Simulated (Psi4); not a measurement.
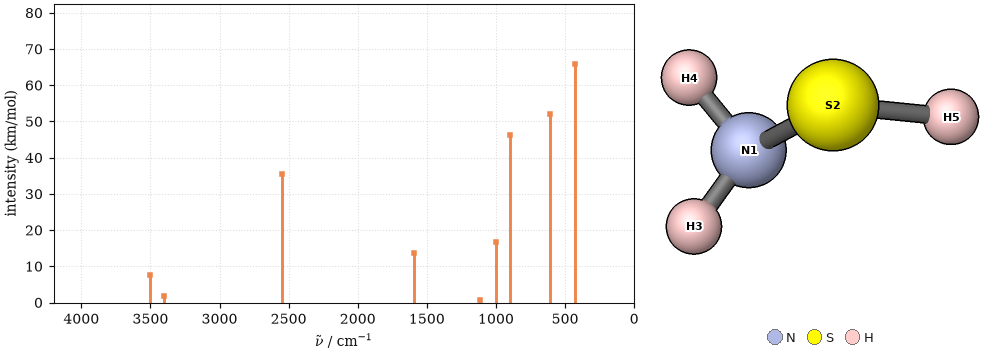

Infrared spectrum of NH₃S (thiohydroxylamine), SMILES NS. Unscaled harmonic wavenumbers and double-harmonic intensities, BP86/6-31G(d,p), Psi4 1.11, at a geometry relaxed at this level, isolated molecule.

Which lines are the most intense?

426.2 cm⁻¹ (65.8 km/mol), 605.7 cm⁻¹ (52.2 km/mol) and 896.1 cm⁻¹ (46.3 km/mol).

List the modes.

```tsv
cm⁻¹	km/mol
426.2	65.8
605.7	52.2
896.1	46.3
998.5	16.7
1113.3	0.8
1592.6	13.6
2550.3	35.5
3400.2	1.9
3502.1	7.6
```

Known limits of this run: double-zeta basis.
